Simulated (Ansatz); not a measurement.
## Molecular dynamics of WH$_{3}$Cl$_{3}$OF$_{2}$ (part 4 of 4)

The same run, continued: WH$_{3}$Cl$_{3}$OF$_{2}$; RHF/def2-SVP (Ansatz 0.2.0). It belongs to a series of runs on one base structure; here: dynamics from the highest image of the converged band.

Geometry of the input (Å):
```
W  -0.0280  0.2634  0.0960
O  0.2325  -0.2207  2.0590
H  0.5749  -1.0127  2.4505
Cl 2.2351  -0.3195  -0.0572
Cl 0.1076  1.9636  -1.4689
F  -1.6938  0.9549  0.5009
Cl -1.0545  -1.8052  -0.0716
H  0.2142  -0.3821  -1.3753
F  0.7351  1.7804  1.4233
H  0.6448  0.9313  2.1267
```

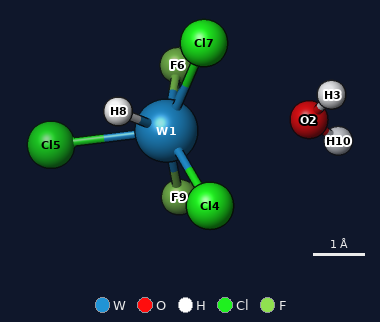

*The geometry at step 164 of the log (ball-and-stick view, seen at a tilt; atoms are numbered from 1 in the order of the input).*

### Trajectory as extended XYZ, continued
```
10
Properties=species:S:1:pos:R:3:forces:R:3 step=123 time_fs=61.5 energy=-46798.56069 temperature=659.8
W    -0.0001    0.3484    0.0708    2.5630   2.0209   0.1567
O     0.2083   -0.6935    2.6156   -0.7088   1.7956  -2.5001
H     0.4237   -1.5786    2.5086    0.4816  -1.9436   0.2883
Cl    2.2228   -0.5343    0.1097   -1.4027   0.4203   0.1379
Cl   -0.0699    2.0053   -1.6071   -0.3200  -0.7452   0.5438
F    -1.6756    0.7625    0.6762   -0.1774   0.2830   0.0843
Cl   -1.0027   -1.7820   -0.1299    0.4504   0.1633   0.1112
H     0.2283   -0.2366   -1.4475   -0.1500   0.1136   0.4371
F     0.7541    1.9233    1.0058   -0.8531  -2.4804  -0.7557
H     0.2266   -0.4266    3.4978    0.1171   0.3724   1.4966
10
Properties=species:S:1:pos:R:3:forces:R:3 step=127 time_fs=63.5 energy=-46798.48050 temperature=582.8
W     0.0015    0.3509    0.0686    2.4262   2.3660   0.9591
O     0.1999   -0.7101    2.6247   -0.6822   3.0545   0.1232
H     0.3851   -1.5933    2.4604    0.4563  -1.9937   0.5744
Cl    2.2172   -0.5432    0.1177   -1.4633   0.4651   0.0517
Cl   -0.0822    2.0037   -1.6176   -0.2598  -0.6456   0.6340
F    -1.6702    0.7596    0.6850   -0.1236   0.2863   0.0712
Cl   -0.9943   -1.7807   -0.1303    0.4456   0.1382   0.0862
H     0.1690   -0.1903   -1.4399    0.0253  -0.2436  -0.1220
F     0.7643    1.9311    1.0156   -0.9435  -2.5673  -0.9616
H     0.2244   -0.4215    3.5525    0.1190  -0.8599  -1.4163
10
Properties=species:S:1:pos:R:3:forces:R:3 step=132 time_fs=66.0 energy=-46798.40705 temperature=512.9
W     0.0041    0.3547    0.0661    2.2017   2.5380   1.6354
O     0.1875   -0.7229    2.6353    0.1456  -1.4645  -1.3686
H     0.3550   -1.6844    2.4374   -0.3764   2.3588   1.4139
Cl    2.2079   -0.5536    0.1278   -1.4757   0.5047  -0.0421
Cl   -0.0981    2.0007   -1.6298   -0.1774  -0.4979   0.7128
F    -1.6638    0.7568    0.6961   -0.0202   0.2780   0.0518
Cl   -0.9832   -1.7788   -0.1307    0.4194   0.0803   0.0633
H     0.0965   -0.1466   -1.4387    0.1579  -0.5387  -0.5780
F     0.7743    1.9336    1.0251   -0.9973  -2.5577  -1.1441
H     0.2279   -0.4569    3.5568    0.1223  -0.7010  -0.7443
10
Properties=species:S:1:pos:R:3:forces:R:3 step=136 time_fs=68.0 energy=-46798.48682 temperature=588.9
W     0.0067    0.3583    0.0645    2.0076   2.3057   1.3073
O     0.1776   -0.7356    2.6404   -0.1486  -1.2351  -3.2286
H     0.3190   -1.6795    2.4743   -0.1692   1.1752   0.8086
Cl    2.1987   -0.5612    0.1358   -1.4368   0.5287  -0.0897
Cl   -0.1110    1.9977   -1.6387   -0.1121  -0.3668   0.7545
F    -1.6588    0.7552    0.7052    0.0661   0.2682   0.0536
Cl   -0.9737   -1.7772   -0.1309    0.3790   0.0320   0.0720
H     0.0449   -0.1332   -1.4597    0.2029  -0.4930  -0.2573
F     0.7801    1.9298    1.0301   -0.9992  -2.4724  -1.2098
H     0.2363   -0.5145    3.5296    0.2103   0.2574   1.7893
10
Properties=species:S:1:pos:R:3:forces:R:3 step=141 time_fs=70.5 energy=-46798.50166 temperature=604.5
W     0.0106    0.3635    0.0628    1.6776   1.7463   0.4470
O     0.1647   -0.7534    2.6377   -0.3839   3.1196   0.2888
H     0.2689   -1.6448    2.5560    0.3171  -3.2986  -0.4451
Cl    2.1850   -0.5700    0.1457   -1.3191   0.5403  -0.1345
Cl   -0.1274    1.9934   -1.6487   -0.0391  -0.2258   0.7810
F    -1.6523    0.7539    0.7166    0.1469   0.2575   0.0583
Cl   -0.9613   -1.7752   -0.1310    0.3039  -0.0415   0.1012
H    -0.0084   -0.1417   -1.4957    0.2799  -0.2441   0.4956
F     0.7844    1.9179    1.0328   -0.9412  -2.2608  -1.1995
H     0.2563   -0.5756    3.5686   -0.0421   0.4070  -0.3929
10
Properties=species:S:1:pos:R:3:forces:R:3 step=145 time_fs=72.5 energy=-46798.54945 temperature=649.1
W     0.0141    0.3681    0.0616    1.3325   1.3185   0.0820
O     0.1535   -0.7617    2.6352    0.2996  -0.8962   1.7939
H     0.2381   -1.7189    2.6086   -0.1728   0.6567  -0.5133
Cl    2.1724   -0.5764    0.1534   -1.1735   0.5258  -0.1679
Cl   -0.1405    1.9897   -1.6557    0.0092  -0.1678   0.7914
F    -1.6468    0.7535    0.7259    0.1845   0.2454   0.0490
Cl   -0.9510   -1.7736   -0.1310    0.2309  -0.1154   0.1215
H    -0.0392   -0.1599   -1.5064    0.3603  -0.0749   0.7666
F     0.7857    1.9033    1.0323   -0.8346  -1.9950  -1.1326
H     0.2718   -0.6063    3.5958   -0.2362   0.5030  -1.7907
10
Properties=species:S:1:pos:R:3:forces:R:3 step=150 time_fs=75.0 energy=-46798.57448 temperature=674.6
W     0.0188    0.3743    0.0602    0.8216   0.8902   0.2050
O     0.1402   -0.7753    2.6370    0.0876  -3.2798  -0.2700
H     0.1915   -1.7760    2.6453   -0.2733   2.5822  -0.6667
Cl    2.1548   -0.5836    0.1628   -0.9403   0.4781  -0.1970
Cl   -0.1568    1.9848   -1.6633    0.0546  -0.1786   0.7996
F    -1.6394    0.7537    0.7377    0.1903   0.2262   0.0398
Cl   -0.9378   -1.7718   -0.1309    0.1393  -0.1893   0.1464
H    -0.0581   -0.1867   -1.4812    0.4445  -0.0060   0.4220
F     0.7851    1.8794    1.0285   -0.6069  -1.5180  -0.9523
H     0.2807   -0.6149    3.5513    0.0826   0.9950   0.4732
10
Properties=species:S:1:pos:R:3:forces:R:3 step=155 time_fs=77.5 energy=-46798.72025 temperature=814.0
W     0.0238    0.3807    0.0588    0.2330   0.4765   0.6863
O     0.1273   -0.7990    2.6383   -0.1796   1.8719  -0.8610
H     0.1299   -1.7133    2.6445   -0.1037  -2.3004  -0.3605
Cl    2.1357   -0.5900    0.1719   -0.6439   0.3999  -0.2099
Cl   -0.1731    1.9795   -1.6695    0.0785  -0.2421   0.7942
F    -1.6314    0.7546    0.7496    0.1395   0.2087   0.0365
Cl   -0.9243   -1.7704   -0.1304    0.0442  -0.2363   0.1708
H    -0.0504   -0.2145   -1.4332    0.5021  -0.0746  -0.3994
F     0.7825    1.8507    1.0217   -0.2596  -0.8621  -0.6406
H     0.2939   -0.5668    3.5257    0.1895   0.7585   0.7836
10
Properties=species:S:1:pos:R:3:forces:R:3 step=159 time_fs=79.5 energy=-46798.75144 temperature=844.3
W     0.0279    0.3860    0.0578   -0.2904  -0.0407   0.7433
O     0.1166   -0.8147    2.6372    0.2818   2.9664   0.7559
H     0.0750   -1.7302    2.6279   -0.0930  -2.0217   0.1774
Cl    2.1196   -0.5946    0.1789   -0.3551   0.3168  -0.2038
Cl   -0.1860    1.9751   -1.6735    0.0788  -0.2742   0.7766
F    -1.6246    0.7558    0.7592    0.0551   0.1980   0.0267
Cl   -0.9135   -1.7695   -0.1299   -0.0456  -0.2720   0.1804
H    -0.0228   -0.2396   -1.4087    0.5465  -0.0709  -0.7808
F     0.7798    1.8258    1.0148    0.0947  -0.2311  -0.2943
H     0.3113   -0.4975    3.5353   -0.2728  -0.5707  -1.3813
10
Properties=species:S:1:pos:R:3:forces:R:3 step=164 time_fs=82.0 energy=-46798.69575 temperature=791.9
W     0.0329    0.3925    0.0568   -0.9384  -1.0623  -0.2302
O     0.1039   -0.8267    2.6375   -0.2934  -1.5653  -0.7455
H     0.0051   -1.8227    2.6183    0.3711   2.8507   0.6600
Cl    2.0990   -0.5999    0.1874    0.0621   0.1907  -0.1522
Cl   -0.2021    1.9691   -1.6773    0.0542  -0.2513   0.7516
F    -1.6161    0.7579    0.7713   -0.0877   0.1820   0.0119
Cl   -0.9001   -1.7688   -0.1289   -0.1647  -0.3017   0.1840
H     0.0411   -0.2732   -1.4165    0.5537   0.1962  -0.3652
F     0.7768    1.7940    1.0053    0.5861   0.6097   0.2510
H     0.3201   -0.4401    3.4851   -0.1430  -0.8487  -0.3653
10
Properties=species:S:1:pos:R:3:forces:R:3 step=168 time_fs=84.0 energy=-46798.70960 temperature=804.1
W     0.0367    0.3975    0.0559   -1.3758  -1.9956  -1.4695
O     0.0931   -0.8391    2.6360   -0.7217  -0.9838  -2.7561
H    -0.0375   -1.8000    2.6369    0.3100   1.4619   0.6803
Cl    2.0826   -0.6038    0.1940    0.4296   0.0777  -0.0696
Cl   -0.2148    1.9640   -1.6795    0.0156  -0.2000   0.7330
F    -1.6094    0.7599    0.7809   -0.2142   0.1689   0.0113
Cl   -0.8895   -1.7686   -0.1279   -0.2428  -0.2660   0.1661
H     0.1157   -0.2924   -1.4394    0.4490   0.4695   0.2701
F     0.7757    1.7699    0.9983    0.9832   1.2744   0.7549
H     0.3214   -0.4278    3.4277    0.3671  -0.0070   1.6796
10
Properties=species:S:1:pos:R:3:forces:R:3 step=173 time_fs=86.5 energy=-46798.63235 temperature=731.7
W     0.0410    0.4031    0.0544   -1.7957  -2.9060  -2.5991
O     0.0778   -0.8550    2.6260    0.6842   4.7113  -1.0813
H    -0.0812   -1.7324    2.6971   -0.5751  -3.5786   0.7577
Cl    2.0627   -0.6087    0.2021    0.9135  -0.0766   0.0641
Cl   -0.2308    1.9573   -1.6810   -0.0502  -0.1332   0.6942
F    -1.6018    0.7630    0.7931   -0.3707   0.1562   0.0002
Cl   -0.8767   -1.7688   -0.1264   -0.3047  -0.1461   0.0898
H     0.2321   -0.2911   -1.4527    0.1955   0.5946   0.6884
F     0.7771    1.7435    0.9918    1.4281   2.0081   1.3583
H     0.3378   -0.4203    3.4276   -0.1251  -0.6298   0.0276
10
Properties=species:S:1:pos:R:3:forces:R:3 step=177 time_fs=88.5 energy=-46798.69487 temperature=788.8
W     0.0441    0.4070    0.0526   -2.0277  -3.1816  -2.7552
O     0.0668   -0.8582    2.6146    0.1991   0.3117   0.7930
H    -0.1324   -1.7863    2.7741    0.1998   0.9489  -0.0882
Cl    2.0479   -0.6127    0.2087    1.3018  -0.2124   0.1799
Cl   -0.2436    1.9517   -1.6814   -0.1088  -0.0943   0.6414
F    -1.5965    0.7658    0.8028   -0.4882   0.1445  -0.0450
Cl   -0.8668   -1.7691   -0.1251   -0.3294  -0.0323  -0.0130
H     0.3343   -0.2652   -1.4359   -0.0260   0.4551   0.5225
F     0.7815    1.7269    0.9896    1.6716   2.4019   1.6982
H     0.3485   -0.4366    3.4386   -0.3922  -0.7416  -0.9335
10
Properties=species:S:1:pos:R:3:forces:R:3 step=182 time_fs=91.0 energy=-46798.55219 temperature=653.2
W     0.0473    0.4108    0.0496   -2.1757  -2.8965  -2.1498
O     0.0533   -0.8614    2.6027   -0.7659  -2.7148   0.7100
H    -0.1853   -1.8060    2.8604    0.5720   2.7255  -1.2016
Cl    2.0314   -0.6180    0.2172    1.7521  -0.3874   0.3314
Cl   -0.2598    1.9447   -1.6809   -0.1788  -0.0629   0.5595
F    -1.5912    0.7697    0.8148   -0.6131   0.1268  -0.1357
Cl   -0.8549   -1.7695   -0.1235   -0.3301   0.1247  -0.1660
H     0.4601   -0.2104   -1.3905   -0.2253   0.0685  -0.1786
F     0.7917    1.7129    0.9917    1.7395   2.5180   1.8633
H     0.3454   -0.4887    3.4134    0.2253   0.4979   0.3675
10
Properties=species:S:1:pos:R:3:forces:R:3 step=186 time_fs=93.0 energy=-46798.54207 temperature=640.9
W     0.0493    0.4132    0.0466   -2.1000  -2.3982  -1.4706
O     0.0409   -0.8700    2.5952    0.1433   0.6797  -0.0772
H    -0.2072   -1.7200    2.8847   -0.5829  -1.2181  -0.5213
Cl    2.0203   -0.6227    0.2244    2.0492  -0.5132   0.4483
Cl   -0.2729    1.9390   -1.6798   -0.2336  -0.0224   0.4925
F    -1.5884    0.7732    0.8240   -0.6681   0.1154  -0.2276
Cl   -0.8458   -1.7697   -0.1225   -0.3239   0.2415  -0.2777
H     0.5516   -0.1622   -1.3596   -0.3467  -0.2056  -0.6889
F     0.8038    1.7074    0.9975    1.5750   2.2918   1.7677
H     0.3495   -0.5146    3.4012    0.4875   1.0291   0.5549
10
Properties=species:S:1:pos:R:3:forces:R:3 step=191 time_fs=95.5 energy=-46798.48486 temperature=586.4
W     0.0513    0.4156    0.0425   -1.6331  -1.8665  -1.0057
O     0.0266   -0.8773    2.5859    1.2466   2.4662   1.0761
H    -0.2709   -1.6870    2.8938   -1.0005  -2.1320  -0.0353
Cl    2.0097   -0.6294    0.2341    2.2952  -0.6206   0.5579
Cl   -0.2898    1.9318   -1.6777   -0.3121   0.0931   0.4142
F    -1.5868    0.7778    0.8350   -0.6252   0.1078  -0.3649
Cl   -0.8349   -1.7696   -0.1215   -0.3374   0.3480  -0.3858
H     0.6462   -0.1127   -1.3561   -0.6169  -0.2706  -0.6036
F     0.8234    1.7070    1.0098    1.1573   1.7187   1.3902
H     0.3752   -0.4994    3.4025   -0.1739   0.1559  -1.0431
10
Properties=species:S:1:pos:R:3:forces:R:3 step=195 time_fs=97.5 energy=-46798.48011 temperature=582.9
W     0.0524    0.4170    0.0390   -1.0932  -1.5199  -0.8427
O     0.0180   -0.8772    2.5809   -0.5240  -1.5432   1.7445
H    -0.3601   -1.7455    2.8967    0.8714   2.2493  -1.1282
Cl    2.0039   -0.6355    0.2425    2.3651  -0.6430   0.5857
Cl   -0.3036    1.9262   -1.6755   -0.3740   0.2244   0.3625
F    -1.5869    0.7817    0.8429   -0.4872   0.0913  -0.4850
Cl   -0.8267   -1.7690   -0.1213   -0.3689   0.4008  -0.4474
H     0.6961   -0.0845   -1.3789   -0.8752  -0.2060  -0.1137
F     0.8417    1.7106    1.0229    0.7401   1.1441   0.9498
H     0.3920   -0.4761    3.3686   -0.2540  -0.1978  -0.6256
10
Properties=species:S:1:pos:R:3:forces:R:3 step=200 time_fs=100.0 energy=-46798.52725 temperature=627.5
W     0.0536    0.4183    0.0343   -0.5609  -1.0129  -0.4111
O     0.0055   -0.8816    2.5794   -0.9353  -1.1359  -0.7170
H    -0.4294   -1.7133    2.8476    0.7923   1.5431  -0.3053
Cl    2.0003   -0.6441    0.2539    2.2868  -0.5755   0.5238
Cl   -0.3214    1.9195   -1.6722   -0.4164   0.3789   0.3180
F    -1.5884    0.7869    0.8514   -0.2321   0.0385  -0.6273
Cl   -0.8169   -1.7678   -0.1216   -0.4206   0.4433  -0.4973
H     0.7112   -0.0604   -1.4120   -0.9856  -0.2145   0.3556
F     0.8666    1.7183    1.0418    0.2160   0.4145   0.3489
H     0.4039   -0.4534    3.3037    0.2560   0.1205   1.0117
```
